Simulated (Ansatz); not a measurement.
# PBE0/aug-cc-pVTZ run of SiH2 (SMILES [SiH2])

What is the vertical electron affinity of SiH2 at PBE0/aug-cc-pVTZ? 

The calculation is run with Ansatz 0.2.0.

32 further runs of the same task are left out: 32 set aside as unsound or not needed.

### Step 1. The structure to begin with

The species is SiH2 (3 atoms), meant as a singlet with charge 0. SMILES: `[SiH2]`. The coordinates come from a PBE0-D4/def2-TZVP relaxation.

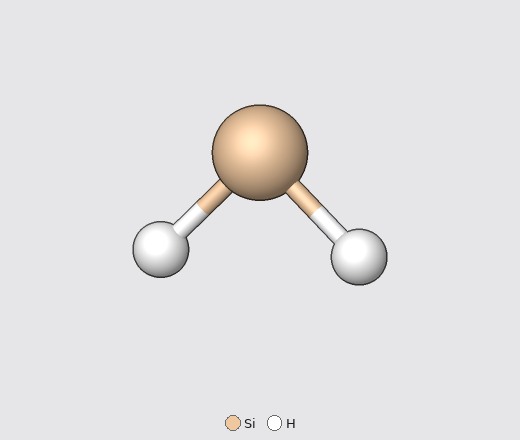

Viewed from a chosen angle; silicon light orange, hydrogen white.

### Step 2. A single-point energy at PBE0/aug-cc-pVTZ

in.yaml

```yaml
crystal:
  periodic: [false, false, false]
  atoms:
    - {symbol: Si, position_ang: [-0.491200, 0.468600, -0.213600]}
    - {symbol: H, position_ang: [0.840300, 0.578600, 0.522500]}
    - {symbol: H, position_ang: [-0.349100, -1.047200, -0.308900]}
basis:
  gaussian:
    orbitals: aug-cc-pVTZ
accuracy: high
hamiltonian:
  xc: pbe0
output: {orbitals: {seedname: orbitals}}
```

Launch:

```sh
ansatz run in.yaml --threads 1 --pin off --max-ram 3480MiB --events-out events.jsonl --progress --plain --runs-dir runs
```

Log:

```text
Warning: RAYON_NUM_THREADS=1 ignored (pool sized by the plan → 1); use --threads N
Functional definition: PBE0
  name "PBE0"
  parameter a = 0.25
  parameter kappa = 0.804
  parameter beta = 0.06672455060314922
  exchange = (1 - a)*pbe_x(kappa = kappa, mu = beta*pi^2/3) + a*exact_x
  correlation = pbe_c(beta = beta)
1418 factors; integrals over basis functions are off by at most 3.9e-9 eV
mean field evaluation 1: about -7904.2218 eV, gradient 1.0e1 eV
mean field evaluation 2: about -7904.5585 eV, gradient 4.1e0 eV
mean field evaluation 4: about -7904.6336 eV, gradient 7.0e-1 eV
mean field evaluation 8: about -7904.6364 eV, gradient 2.3e-2 eV
mean field evaluation 16: about -7904.6364 eV, gradient 1.2e-7 eV
mean field -7904.63642079 eV, -290.4900305090 hartree, gradient 8.7e-9 eV, S^2 0.000000; 0 other end points of the search recorded, 0 dependent functions left out
reference -7904.63642482 eV, -290.4900306571 hartree; 8, 8 occupied and 88, 88 virtual orbitals, 1418 factors
Total energy: -7904.63642482 eV, -290.4900306571 hartree
```

Wall time 3.9 s (1 thread of Arm Neoverse V1, shared host); peak memory 0.19 GiB.

### Step 3. The doublet anion, same level

input.yaml

```yaml
crystal:
  periodic: [false, false, false]
  atoms:
    - {symbol: Si, position_ang: [-0.491200, 0.468600, -0.213600]}
    - {symbol: H, position_ang: [0.840300, 0.578600, 0.522500]}
    - {symbol: H, position_ang: [-0.349100, -1.047200, -0.308900]}
basis:
  gaussian: {orbitals: aug-cc-pVTZ}
total_charge: -1
magnetization: {spin_polarized: true, initial_magnetization: 1}
hamiltonian: {xc: pbe0}
accuracy: high
output: {orbitals: {seedname: orbitals}}
```

Launch:

```sh
ansatz run input.yaml --threads 1 --pin off --max-ram 3480MiB --events-out events.jsonl --progress --plain --runs-dir runs
```

Log, shortened:

```text
Warning: RAYON_NUM_THREADS=1 ignored (pool sized by the plan → 1); use --threads N
[... 7 set-up lines as earlier in the session ...]
1418 factors; integrals over basis functions are off by at most 3.9e-9 eV
mean field evaluation 1: about -7905.6508 eV, gradient 5.4e0 eV
mean field evaluation 2: about -7905.7758 eV, gradient 3.4e0 eV
mean field evaluation 4: about -7905.8460 eV, gradient 6.2e-1 eV
mean field evaluation 8: about -7905.8622 eV, gradient 5.9e-2 eV
mean field evaluation 16: about -7905.8623 eV, gradient 1.0e-5 eV
mean field -7905.86225134 eV, -290.5350789509 hartree, gradient 6.1e-8 eV, S^2 0.758073; 0 other end points of the search recorded, 0 dependent functions left out
reference -7905.86225369 eV, -290.5350790371 hartree; 9, 8 occupied and 87, 88 virtual orbitals, 1418 factors
Total energy: -7905.86225369 eV, -290.5350790371 hartree
```

Wall time 6.6 s (1 thread of Arm Neoverse V1, shared host); peak memory 0.24 GiB.

### Step 4. Outcome

At PBE0/aug-cc-pVTZ:

| quantity | value |
| --- | --- |
| singlet SiH2: total energy | -290.49003 Eh |
| singlet SiH2: HOMO energy | -6.89 eV |
| singlet SiH2: LUMO energy | -3.14 eV |
| singlet SiH2: HOMO–LUMO gap | 3.75 eV |
| doublet anion: total energy | -290.53508 Eh |
| doublet anion: HOMO energy (highest over α and β) | 0.68 eV |
| doublet anion: LUMO energy (lowest over α and β) | 3.17 eV |
| doublet anion: ⟨S²⟩ | 0.758 |
| vertical electron affinity (to the doublet anion) | 1.226 eV |

In words: At fixed nuclei the extra electron is bound by 1.23 eV (118 kJ/mol). The HOMO (doublet anion) lies at positive energy, 0.68 eV; only total energies tell whether the electron is bound.
